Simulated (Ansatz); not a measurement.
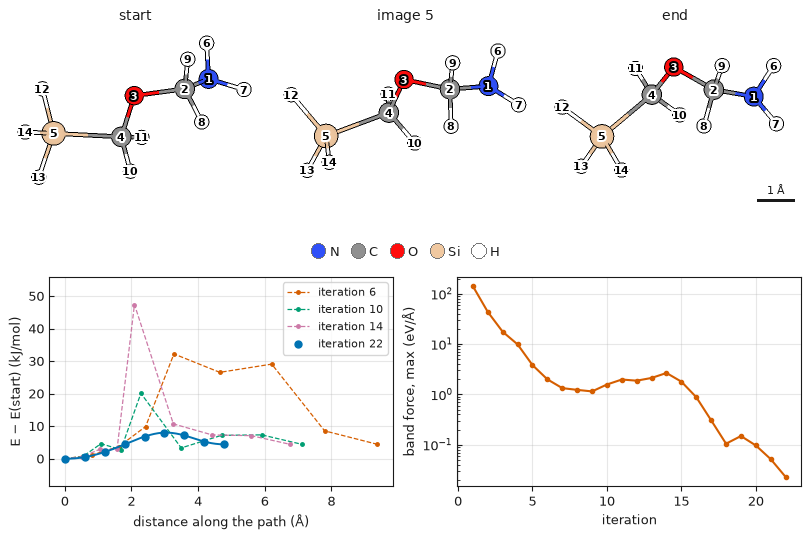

A search for the minimum-energy path of C$_{2}$H$_{9}$NOSi by the nudged elastic band. Images are numbered from 0 (start) to 8 (end). The plot follows the band through its iterations. A ball-and-stick model, seen from a free direction.

Theory: Ansatz 0.2.0, RKS B3LYP-D4/def2-SVP. Set-up: 7 movable images; climbing image; force threshold 0.05 eV/Å; iteration limit 60; starting path through a guess of the saddle point.

Did the band converge, and can the barrier be trusted?

The result is final at these settings. The band converged in 22 iterations. The largest component of the band force went from 140 to 0.023 eV/Å. The climbing image converged on the top of the path. Its vibrational analysis gives one imaginary mode (72i cm⁻¹), as a transition state must have. The first iteration put the highest image at 6410.8 kJ/mol. The highest point, image 5, lies 8.0 kJ/mol above the start and 3.6 kJ/mol above the end; the end is at +4.4 kJ/mol relative to the start.
